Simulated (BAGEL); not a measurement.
**PBE0/aug-cc-pVDZ (density fitting with qzvpp-jkfit) run of CH3BFN (SMILES BN=CF)**

What is the energy change on altering one bond length of CH3BFN at PBE0/aug-cc-pVDZ (density fitting with qzvpp-jkfit)? 

The results are computed with BAGEL 1.2.2.

2 further runs of the same task are left out: 2 set aside as unsound or not needed. Runs told in other sessions of the task aren't counted.

### 1 The molecule

CH3BFN: 7 atoms, total charge 0, spin state singlet. SMILES: `BN=CF`. The shape is that of a PBE0-D4/def2-TZVP optimisation.

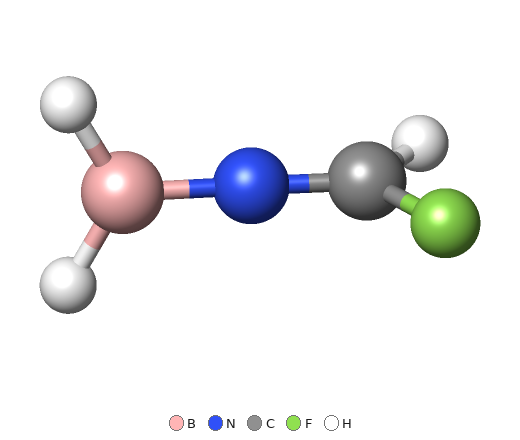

The structure, seen from a chosen angle (boron pink, nitrogen blue, carbon grey, fluorine green, hydrogen white).

### 2 The energy at PBE0/aug-cc-pVDZ (density fitting with qzvpp-jkfit)

input.json

```json
{ "bagel": [

{
  "title": "molecule",
  "basis": "aug-cc-pvdz.json",
  "df_basis": "qzvpp-jkfit",
  "angstrom": "true",
  "geometry": [
    { "atom": "B", "xyz": [      -0.480500,       1.089800,       0.570900 ] },
    { "atom": "N", "xyz": [       0.018600,      -0.008400,      -0.066500 ] },
    { "atom": "C", "xyz": [       0.466800,      -1.006900,      -0.611700 ] },
    { "atom": "F", "xyz": [       0.739900,      -2.132000,       0.060700 ] },
    { "atom": "H", "xyz": [       0.284400,       1.897100,       1.009900 ] },
    { "atom": "H", "xyz": [      -1.666300,       1.214200,       0.659800 ] },
    { "atom": "H", "xyz": [       0.698200,      -1.122000,      -1.669000 ] }
  ]
},

{ "title": "ks", "xc_func": "pbe0" },

{ "title": "print", "file": "orbitals.molden", "orbitals": "true" }

]}
```

The basis set aug-cc-pVDZ is read from a file made from the Basis Set Exchange's data (not shown).

The run is started by

```sh
$ BAGEL_NUM_THREADS=1 BAGEL input.json > input.out
```

Log:

```text
* using 1 threads per process

  ===============================================================
  ===============================================================

  *** Geometry ***

  { "atom" : "B", "xyz" : [     -0.908013,      2.059424,      1.078845 ] },
  { "atom" : "N", "xyz" : [      0.035149,     -0.015874,     -0.125667 ] },
  { "atom" : "C", "xyz" : [      0.882124,     -1.902765,     -1.155945 ] },
  { "atom" : "F", "xyz" : [      1.398208,     -4.028896,      0.114706 ] },
  { "atom" : "H", "xyz" : [      0.537438,      3.584999,      1.908434 ] },
  { "atom" : "H", "xyz" : [     -3.148851,      2.294505,      1.246841 ] },
  { "atom" : "H", "xyz" : [      1.319407,     -2.120273,     -3.153953 ] },

  Number of auxiliary basis functions:      358

  Since a DF basis is specified, we compute 2- and 3-index integrals:
    o Being stored without compression. Storage requirement is 0.041 GB

  Number of basis functions:      119
  Number of electrons      :       30

    * METHOD: MOLECULE                             0.18

  *** Kohn-Sham DFT ***

    * Removing 11408 points whose weight is below 1.00e-10
    * Grid points: 92934

  === Nuclear Repulsion ===
   101.2770138266

       - DIIS with orbital gradients will be used.

  === KS iteration (pbe0 / aug-cc-pvdz.json) ===
      0       -189.94181113          0.08380760           0.43
      1       -145.26497918          0.13121985           0.42
      2       -150.60621646          0.17651140           0.42
      3       -205.52562253          0.07870257           0.42
      4       -214.79473515          0.07073324           0.42
      5       -218.48156613          0.03430797           0.42
      6       -218.84505419          0.02247789           0.41
      7       -218.71635182          0.02745194           0.41
      8       -218.94332404          0.01904080           0.41
      9       -219.11905434          0.00505457           0.41
     10       -219.12977260          0.00252160           0.43
     11       -219.13429494          0.00030810           0.43
     12       -219.13434294          0.00011710           0.42
     13       -219.13434956          0.00003501           0.42
     14       -219.13435026          0.00000619           0.41
     15       -219.13435029          0.00000179           0.42
     16       -219.13435029          0.00000145           0.42
     17       -219.13435029          0.00000023           0.42
     18       -219.13435029          0.00000004           0.42
     19       -219.13435029          0.00000005           0.42
     20       -219.13435029          0.00000001           0.42
    * SCF iteration converged.

    * Permanent dipole moment:
           (   -0.124822,     0.055091,     0.584739) a.u.

    * METHOD: KS                                   9.42

    * METHOD: PRINT                                0.03

  ===============================================================
```

Wall time 9.9 s (1 thread of Arm Neoverse V1, shared host); peak memory 0.5 GiB.

### 3 The distorted shape, same level

dft.json

```json
{ "bagel" : [

{
  "title" : "molecule",
  "basis" : "aug-cc-pvdz.json",
  "df_basis" : "qzvpp-jkfit",
  "angstrom" : true,
  "geometry" : [
    { "atom" : "B", "xyz" : [      -1.018355,       2.288033,       1.225158 ] },
    { "atom" : "N", "xyz" : [      -0.519255,       1.189833,       0.587758 ] },
    { "atom" : "C", "xyz" : [       0.466800,      -1.006900,      -0.611700 ] },
    { "atom" : "F", "xyz" : [       0.739900,      -2.132000,       0.060700 ] },
    { "atom" : "H", "xyz" : [      -0.253455,       3.095333,       1.664158 ] },
    { "atom" : "H", "xyz" : [      -2.204155,       2.412433,       1.314058 ] },
    { "atom" : "H", "xyz" : [       0.698200,      -1.122000,      -1.669000 ] }
  ]
},

{ "title" : "ks", "xc_func" : "pbe0" },

{ "title" : "print", "file" : "orbitals.molden", "orbitals" : true }

]}
```

The basis set aug-cc-pVDZ is read from a file made from the Basis Set Exchange's data (not shown).

The run is started by

```sh
$ BAGEL_NUM_THREADS=1 BAGEL dft.json > dft.out
```

Log:

```text
* using 1 threads per process

  ===============================================================
  ===============================================================

  *** Geometry ***

  { "atom" : "B", "xyz" : [     -1.924412,      4.323756,      2.315213 ] },
  { "atom" : "N", "xyz" : [     -0.981250,      2.248459,      1.110702 ] },
  { "atom" : "C", "xyz" : [      0.882124,     -1.902765,     -1.155945 ] },
  { "atom" : "F", "xyz" : [      1.398208,     -4.028896,      0.114706 ] },
  { "atom" : "H", "xyz" : [     -0.478961,      5.849332,      3.144803 ] },
  { "atom" : "H", "xyz" : [     -4.165249,      4.558838,      2.483210 ] },
  { "atom" : "H", "xyz" : [      1.319407,     -2.120273,     -3.153953 ] },

  Number of auxiliary basis functions:      358

  Since a DF basis is specified, we compute 2- and 3-index integrals:
    o Being stored without compression. Storage requirement is 0.041 GB

  Number of basis functions:      119
  Number of electrons      :       30

    * METHOD: MOLECULE                             0.17

  *** Kohn-Sham DFT ***

    * Removing 9771 points whose weight is below 1.00e-10
    * Grid points: 94571

  === Nuclear Repulsion ===
    79.4452519064

       - DIIS with orbital gradients will be used.

  === KS iteration (pbe0 / aug-cc-pvdz.json) ===
      0       -194.06126210          0.07609531           0.42
      1       -146.88776536          0.11592165           0.42
      2       -120.83191209          0.16727475           0.42
      3       -206.53520740          0.06221611           0.43
      4       -212.75709707          0.05848560           0.43
      5       -211.74501974          0.07957432           0.42
      6       -217.99494514          0.02836927           0.42
      7       -217.18923106          0.04573266           0.42
      8       -218.49148612          0.02193091           0.41
      9       -216.75407535          0.04289214           0.42
     10       -218.74991290          0.01123634           0.42
     11       -218.80847344          0.00578175           0.42
     12       -218.82986576          0.00213550           0.41
     13       -218.83251856          0.00087735           0.42
     14       -218.83297615          0.00020033           0.43
     15       -218.83300537          0.00004448           0.43
     16       -218.83300689          0.00000618           0.42
     17       -218.83300692          0.00000093           0.43
     18       -218.83300692          0.00000049           0.43
     19       -218.83300692          0.00000050           0.42
     20       -218.83300692          0.00000014           0.42
     21       -218.83300692          0.00000009           0.42
     22       -218.83300692          0.00000007           0.42
     23       -218.83300692          0.00000004           0.43
     24       -218.83300692          0.00000001           0.42
     25       -218.83300692          0.00000000           0.42
    * SCF iteration converged.

    * Permanent dipole moment:
           (    0.073377,    -0.319901,     0.212252) a.u.

    * METHOD: KS                                  11.58

    * METHOD: PRINT                                0.03

  ===============================================================
```

Wall time 12 s (1 thread of Arm Neoverse V1, shared host); peak memory 0.51 GiB.

### 4 Summary of results

Level: PBE0/aug-cc-pVDZ (density fitting with qzvpp-jkfit).

| quantity | value |
| --- | --- |
| first shape: total energy | -219.13435 Eh |
| first shape: dipole moment | 1.53 D |
| first shape: HOMO energy | -8.62 eV |
| first shape: LUMO energy | -0.66 eV |
| first shape: HOMO–LUMO gap | 7.96 eV |
| distorted shape: total energy | -218.83301 Eh |
| distorted shape: dipole moment | 0.99 D |
| distorted shape: HOMO energy | -6.17 eV |
| distorted shape: LUMO energy | -4.33 eV |
| distorted shape: HOMO–LUMO gap | 1.84 eV |
| energy change with the N2–C3 bond stretched from 1.223 to 2.690 Å | 8.200 eV |

With the N2–C3 bond stretched from 1.223 to 2.690 Å the energy rises by 8.20 eV (189 kcal/mol). The first shape isn't relaxed at this level, so the change isn't measured from a minimum. A restricted reference can't describe the breaking bond well at this length.
